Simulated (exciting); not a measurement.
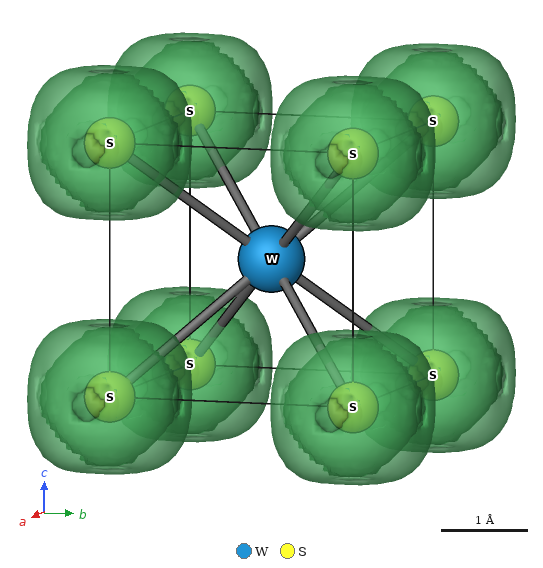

Figure 1: WS. Isosurface of the ELF at 0.7 (green), seen slightly off an axis. Core shells and regions of very low density are left out. Sticks mark near contacts.

Space group Pm-3m; a generated structure, not necessarily the stable one.

Method: Kohn-Sham DFT of a periodic cell, PBEsol, all-electron LAPW+lo, shipped species files (exciting).

The calculation's input:

```
<input>
  <title>WS</title>
  <structure speciespath="./" tshift="false">
    <crystal scale="1">
      <basevect>5.684088313001 0.000000000000 0.000000000000</basevect>
      <basevect>0.000000000000 5.684088313001 0.000000000000</basevect>
      <basevect>0.000000000000 0.000000000000 5.684088313001</basevect>
    </crystal>
    <species speciesfile="W.xml" rmt="2.3">
      <atom coord="0.500000000000 0.500000000000 0.500000000000"/>
    </species>
    <species speciesfile="S.xml" rmt="1.9">
      <atom coord="0.000000000000 0.000000000000 0.000000000000"/>
    </species>
  </structure>
  <groundstate do="fromscratch" ngridk="9 9 9" rgkmax="7.5" gmaxvr="14" lmaxapw="10" lmaxmat="10" lmaxvr="8" xctype="GGA_PBE_SOL" stype="Fermi Dirac" swidth="0.00183747" nempty="14" ValenceRelativity="iora*" epsengy="1e-05" epspot="1e-05" maxscl="60" tforce="true" outputlevel="normal"/>
  <properties>
    <chargedensityplot>
      <plot3d>
        <box grid="16 16 16">
          <origin coord="0 0 0"/>
          <point coord="1 0 0"/>
          <point coord="0 1 0"/>
          <point coord="0 0 1"/>
        </box>
      </plot3d>
    </chargedensityplot>
    <elfplot>
      <plot3d>
        <box grid="16 16 16">
          <origin coord="0 0 0"/>
          <point coord="1 0 0"/>
          <point coord="0 1 0"/>
          <point coord="0 0 1"/>
        </box>
      </plot3d>
    </elfplot>
    <exccplot>
      <plot3d>
        <box grid="16 16 16">
          <origin coord="0 0 0"/>
          <point coord="1 0 0"/>
          <point coord="0 1 0"/>
          <point coord="0 0 1"/>
        </box>
      </plot3d>
    </exccplot>
  </properties>
</input>
```

Run with:

```sh
OMP_NUM_THREADS=1 exciting_smp
```

Below, planes, directions and counts refer to the conventional cell (a = 3.01 Å, b = 3.01 Å, c = 3.01 Å, α = 90.00°, β = 90.00°, γ = 90.00°).

Question: Identify the bonds, lone pairs and shells in this picture.

Answer: The ELF exceeds this value in one region wrapped around S (its valence shell), counted in one cell of 2 atoms. Regions shared between cells count once. Along the contacts the grid gives the following. W–S (2.60 Å): the ELF peaks at about 0.80 in the valence shell of S, 0.9 Å from its nucleus, and is about 0.35 at the midpoint.
